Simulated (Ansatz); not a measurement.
# Calculations on SiH3OF and related structures

## 1. Relaxation

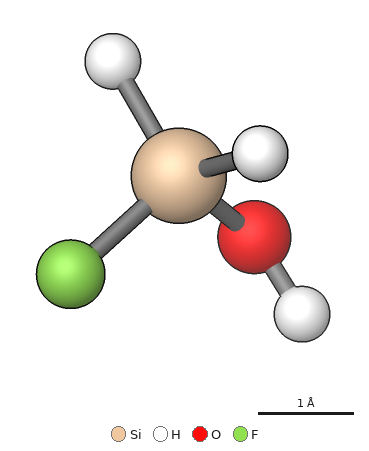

This is the input geometry for a relaxation of SiH$_{3}$OF. Style: ball-and-stick. Shown from a free direction.

It is one of the separated products of a reaction.

Theory: RKS PBE0-D4/def2-TZVP in Ansatz 0.2.0.

The input:
```yaml
crystal:
  periodic: [false, false, false]
  atoms:
    - {symbol: Si, position_ang: [1.499659, 0.232372, 0.194113]}
    - {symbol: H, position_ang: [1.838181, -0.577830, -0.995728]}
    - {symbol: H, position_ang: [2.615071, 1.047847, 0.703837]}
    - {symbol: O, position_ang: [0.236447, 1.219271, -0.036114]}
    - {symbol: F, position_ang: [1.135604, -0.853247, 1.342328]}
    - {symbol: H, position_ang: [-0.594330, 0.852745, -0.354332]}
basis:
  gaussian: {orbitals: def2-TZVP}
hamiltonian: {xc: pbe0, dispersion: d4}
relax: {f_tol: 0.005, max_steps: 200}
```

Run as
```bash
ansatz run in.yaml --threads 4 --pin off --events-out ev --progress --plain --max-ram 9574MiB
```

Q: What does the optimiser find from here?

A: The energy falls by 0.018 eV in 7 geometry steps. Largest force component: 0.79 eV/Å at the start, 0.0014 eV/Å at the end. The atom that moves furthest after the best rigid fit is H6 (0.079 Å). Largest moves by element: H 0.079 Å, F 0.046 Å, O 0.042 Å, Si 0.039 Å. Near-neighbour distances that change, for instance: Si1–F5 1.622 → 1.596 Å, Si1–O4 1.619 → 1.630 Å, O4–H6 0.962 → 0.958 Å. Cost: 6.5 s on 4 threads of Arm Neoverse V2 (shared host).

The structure at the end:

```xyz
6

Si    1.4911    0.2117    0.2259
H     1.7990   -0.5641   -0.9984
H     2.6075    1.0556    0.6892
O     0.2228    1.2101    0.0021
F     1.1760   -0.8657    1.3606
H    -0.5657    0.8735   -0.4253
```

After the run, drawn alike:

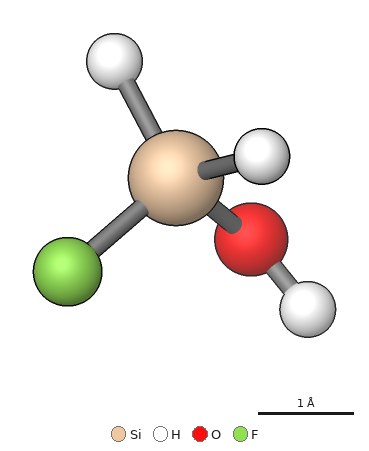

## 2. Relaxation

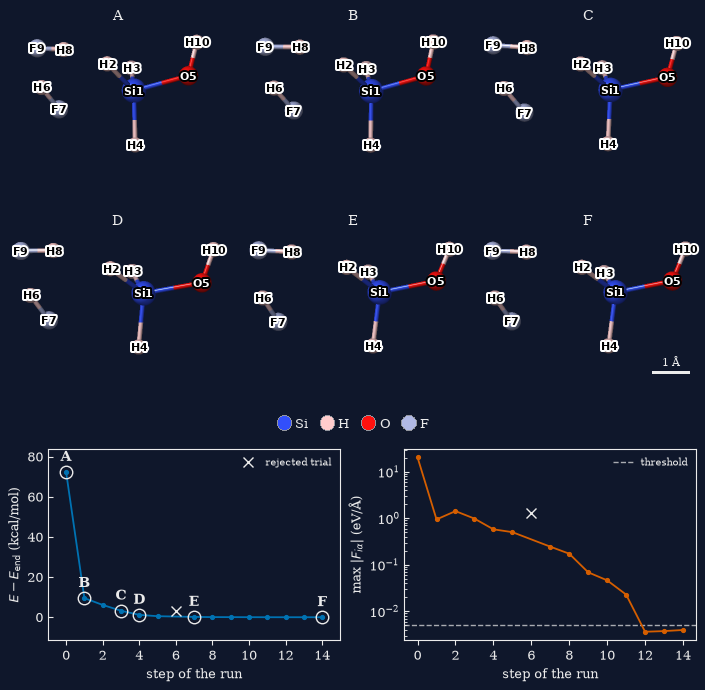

Frames of a relaxation of SiH6OF2 (started from a transition state, displaced along its imaginary mode), marked on the history of the run. The picture is a ball-and-stick view, seen at a tilt.

Method: RKS PBE0-D4/def2-TZVP (Ansatz).

The input:
```yaml
crystal:
  periodic: [false, false, false]
  atoms:
    - {symbol: Si, position_ang: [0.598243, 0.484043, -0.082222]}
    - {symbol: H, position_ang: [-0.843317, 0.362139, -0.092013]}
    - {symbol: H, position_ang: [1.310624, -0.572040, -0.898213]}
    - {symbol: H, position_ang: [1.236370, 0.969463, 1.162933]}
    - {symbol: O, position_ang: [0.637876, 1.832655, -1.019214]}
    - {symbol: H, position_ang: [-0.500495, -1.483058, 1.064971]}
    - {symbol: F, position_ang: [0.359495, -1.256815, 1.210850]}
    - {symbol: H, position_ang: [-1.416770, -0.741125, 0.120577]}
    - {symbol: F, position_ang: [-1.769084, -1.282798, 0.452577]}
    - {symbol: H, position_ang: [0.387059, 1.687533, -1.920248]}
basis:
  gaussian: {orbitals: def2-TZVP}
hamiltonian: {xc: pbe0, dispersion: d4}
relax: {f_tol: 0.005, max_steps: 200}
```

Launched with:
```bash
ansatz run in.yaml --threads 4 --pin off --events-out ev --progress --plain --max-ram 9574MiB
```

Q: What happens along the run?

A: The energy falls by 72.4 kcal/mol in 13 accepted moves (14 points after the start). Largest force component: 20 eV/Å at the start, 0.004 eV/Å at the end. The line search rejected the trial step at point 6 of the run. The atom that moves furthest after the best rigid fit is F7 (0.56 Å). Largest moves by element: F 0.56 Å, H 0.52 Å, O 0.38 Å, Si 0.34 Å. Some distances before and after: Si1–F7 2.182 → 3.070 Å, H8–F9 0.726 → 0.938 Å, Si1–H2 1.447 → 1.509 Å, H6–F7 0.901 → 0.933 Å. Bond angles that change, for instance: H2–Si1–O5 95.1° → 108.3°, H2–Si1–H4 117.6° → 108.6°, H3–Si1–O5 104.7° → 111.8°. From step 0 to 1: F9 moves most (0.19 Å), energy −62.9 kcal/mol. From step 1 to 3: H8 moves most (0.26 Å), energy −6.27 kcal/mol. From step 3 to 4: H10 moves most (0.19 Å), energy −2.08 kcal/mol. From step 4 to 7: F7 moves most (0.23 Å), energy −1.02 kcal/mol. From step 7 to 14: H6 moves most (0.08 Å), energy −0.15 kcal/mol.

```tsv
step	E − E(0), kcal/mol	largest force component, eV/Å	note
0	0.00	20.3041	
1	-62.85	0.9443	
2	-66.25	1.4270	
3	-69.13	0.9842	
4	-71.21	0.5789	
5	-71.86	0.5037	
6	-69.47	1.2768	rejected
7	-72.22	0.2455	
8	-72.31	0.1732	
9	-72.33	0.0689	
10	-72.36	0.0464	
11	-72.37	0.0229	
12	-72.38	0.0036	
13	-72.38	0.0038	
14	-72.38	0.0040
```

## 3. Reaction

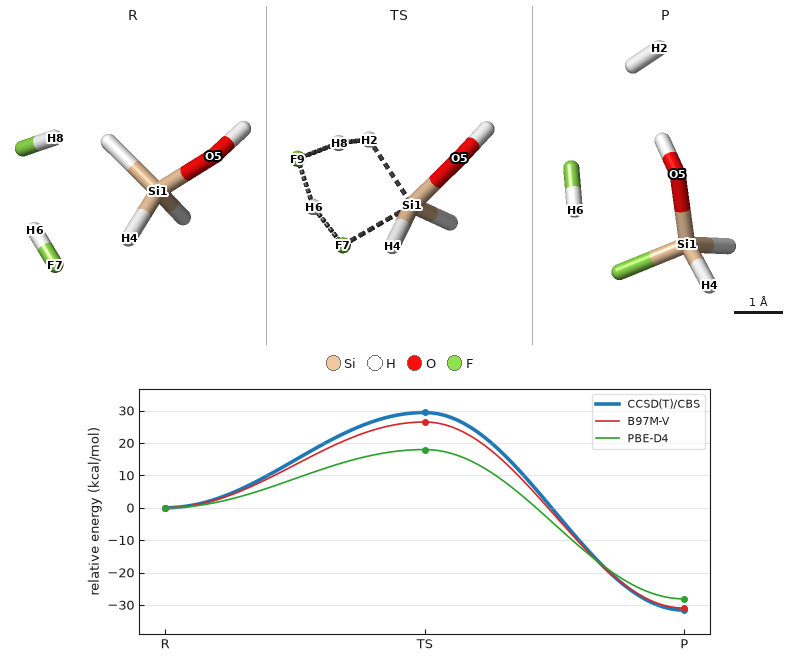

A reaction step of SiH₆OF₂, with its energy diagram. Style: stick. Shown at a tilt. Dashed sticks mark bonds that form or break.

Stationary points at PBE0-D4/def2-TZVP, single-point energies with CCSD(T)/CBS, B97M-V, PBE-D4 (def2-TZVPP where no basis is named; Ansatz 0.2.0). The energies are electronic, without zero-point or thermal terms, and both ends are the minima reached downhill from the saddle, with any fragments still in contact. CCSD(T)/CBS stands for a frozen-core estimate: MP2 correlation extrapolated from def2-TZVPP and def2-QZVPP, CCSD(T) minus MP2 from the smaller set.

> What happens, and what does it cost?

Counted by bonded pieces, R holds HF + HF + SiH₄O and P holds HF + H₂ + SiH₃OF. From R over the saddle to P, bonds form: F–Si (3.07 → 1.93 → 1.62 Å), H–H (1.57 → 0.92 → 0.75 Å), F–H (1.74 → 1.11 → 0.93 Å). Bonds break: H–Si (1.51 → 1.68 → 4.27 Å), F–H (0.93 → 1.16 → 1.80 Å), F–H (0.94 → 1.25 → 2.56 Å). The saddle has one imaginary mode, 1009i cm⁻¹. With CCSD(T)/CBS the barrier is 29.4 kcal/mol from R and 61.1 kcal/mol from P, and P lies 31.6 kcal/mol below R.

```tsv
level	barrier from R (kcal/mol)	barrier from P (kcal/mol)	P less R (kcal/mol)
CCSD(T)/CBS	29.4	61.1	−31.6
B97M-V	26.5	57.5	−31.0
PBE-D4	18.0	46.1	−28.1
```

Against CCSD(T)/CBS, B97M-V comes closest on the barrier from R (−2.9 kcal/mol) and PBE-D4 misses most (−11.4 kcal/mol).

## 4. Path

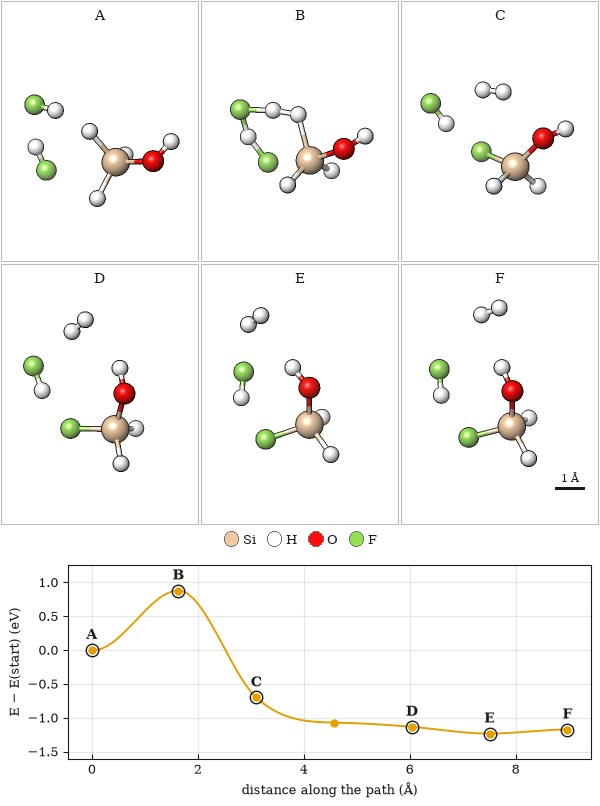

NEB run on SiH6OF2. Images are numbered from 0 (start) to 6 (end). Frames A to F are images 0, 1, 2, 4, 5, 6. The picture is a ball-and-stick view, seen at a tilt.

All numbers below come from RKS PBE0-D4/def2-SVP (Ansatz 0.2.0).

The input:
```yaml
crystal:
  periodic: [false, false, false]
  atoms:
    - {symbol: Si, position_ang: [0.633201, 0.746784, -0.292661]}
    - {symbol: H, position_ang: [-0.846901, 0.476918, -0.179528]}
    - {symbol: H, position_ang: [1.253883, -0.445776, -0.914624]}
    - {symbol: H, position_ang: [1.157090, 1.064363, 1.046543]}
    - {symbol: O, position_ang: [0.842783, 2.093234, -1.211605]}
    - {symbol: H, position_ang: [-0.463984, -1.912116, 1.357211]}
    - {symbol: F, position_ang: [0.425730, -1.703226, 1.545434]}
    - {symbol: H, position_ang: [-1.712764, -0.768384, 0.214870]}
    - {symbol: F, position_ang: [-1.996205, -1.579247, 0.591692]}
    - {symbol: H, position_ang: [0.707170, 2.027448, -2.157334]}
basis:
  gaussian: {orbitals: def2-SVP}
hamiltonian: {xc: pbe0, dispersion: d4}
neb:
  images: 5
  climbing: true
  max_iterations: 40
  initial_path: idpp
  final_atoms:
    - {symbol: Si, position_ang: [1.499659, 0.232372, 0.194113]}
    - {symbol: H, position_ang: [-2.367309, 0.728802, -1.557703]}
    - {symbol: H, position_ang: [1.838181, -0.577830, -0.995728]}
    - {symbol: H, position_ang: [2.615071, 1.047847, 0.703837]}
    - {symbol: O, position_ang: [0.236447, 1.219271, -0.036114]}
    - {symbol: H, position_ang: [-0.574788, -1.389469, 1.143299]}
    - {symbol: F, position_ang: [1.135604, -0.853247, 1.342328]}
    - {symbol: H, position_ang: [-2.410091, 0.127692, -1.113688]}
    - {symbol: F, position_ang: [-1.378442, -1.388185, 0.673986]}
    - {symbol: H, position_ang: [-0.594330, 0.852745, -0.354332]}
```

Launched with:
```bash
ansatz run in.yaml --threads 4 --pin off --events-out ev --progress --plain --max-ram 9574MiB
```

### Read off the barrier and say what moves.

Breaking: 2 F–H (0.93–0.94 → 1.80–2.56 Å), H–Si (1.51 → 4.27 Å). Forming: H–H (1.57 → 0.75 Å), F–H (1.74 → 0.93 Å), F–Si (3.07 → 1.62 Å). The highest point, image 1, lies 0.88 eV above the start and 2.05 eV above the end; the end is at −1.17 eV relative to the start. Image 5 lies below both ends, at −1.23 eV, so an end isn't at the bottom of its valley. The band converged in 24 iterations. The largest component of the band force went from 3.7 to 0.041 eV/Å. The climbing image converged on the top of the path. Its curvatures weren't checked. The largest force component is 0.49 eV/Å at the start and 0.67 eV/Å at the end; an end with forces this large is no minimum, and the barrier measured from it can be far off.

Cost: 2 min on 4 threads of Arm Neoverse V2, with other jobs on the host.
